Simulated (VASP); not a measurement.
Data:

```
CELL_PARAMETERS angstrom
      4.70582     0.00000     0.00000
      0.00000     4.70582     0.00000
      0.00000     0.00000     3.13399
ATOMIC_POSITIONS crystal
  Zn 0.00000 0.00000 0.00000
  Zn 0.50000 0.50000 0.50000
  F  0.30319 0.30319 0.00000
  F  0.80319 0.19681 0.50000
  F  0.19681 0.80319 0.50000
  F  0.69681 0.69681 0.00000
```

All values below come from r2SCAN meta-GGA, VASP's PBE PAW potentials (set 64) (plane waves; VASP). Settings: 520 eV cut-off, 5×5×8 Γ-centred mesh, tetrahedra with Blöchl corrections, potentials Zn F.

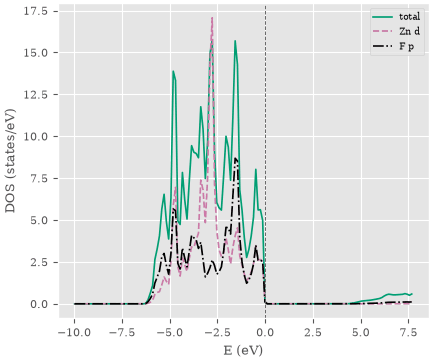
Figure. Total and projected density of states, zero at the valence-band maximum

Within 2 eV below the valence-band maximum the largest weight inside VASP's projection spheres is F p, then Zn d.

The gap is direct, 4.21 eV, from the valence maximum at Γ to the conduction minimum at Γ.

The compound is ZnF2 in the rutile structure. It was relaxed first.
